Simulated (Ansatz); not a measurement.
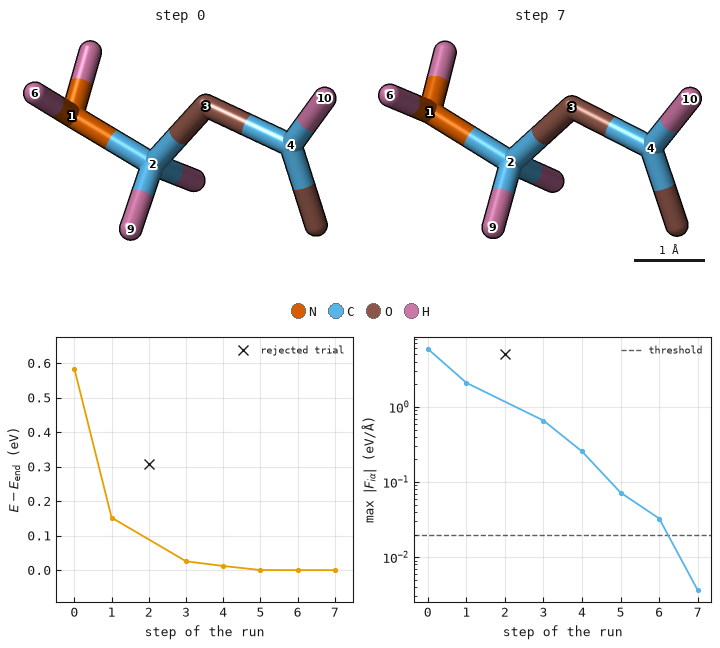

First and last geometry of a relaxation of C$_{2}$H$_{5}$NO$_{2}$, with the history of the run. A stick model, seen at a tilt.

The run prepares an end point of a later path (hydrogen shift) calculation, from a guessed geometry.

All numbers below come from RKS B3LYP/def2-SVP in Ansatz 0.2.0. Set-up: no spin polarisation; force threshold 0.02 eV/Å; at most 50 steps.

**What do the curves and the structures tell?**

It converged. The atom that moves furthest after the best rigid fit is an O atom (0.12 Å). By element the largest moves are O 0.12 Å, H 0.10 Å, N 0.06 Å, C 0.04 Å. Among the contacts that change: C–O 1.429 → 1.333 Å, C–H 1.029 → 1.113 Å, C–O 1.399 → 1.471 Å, C–O 1.243 → 1.203 Å. Among the angles between lasting bonds that change: H–N–H 101.1° → 108.5°, O–C–O 120.8° → 125.8°, H–C–H 112.3° → 108.2°. After 6 accepted moves (7 points after the start) the energy has fallen by 0.583 eV. Largest force component: 5.9 eV/Å at the start, 0.0036 eV/Å at the end. The line search rejected the trial step at point 2 of the run. Cost: 19 s on 2 threads of Arm Neoverse V1 (shared host), peak memory 0.19 GiB.
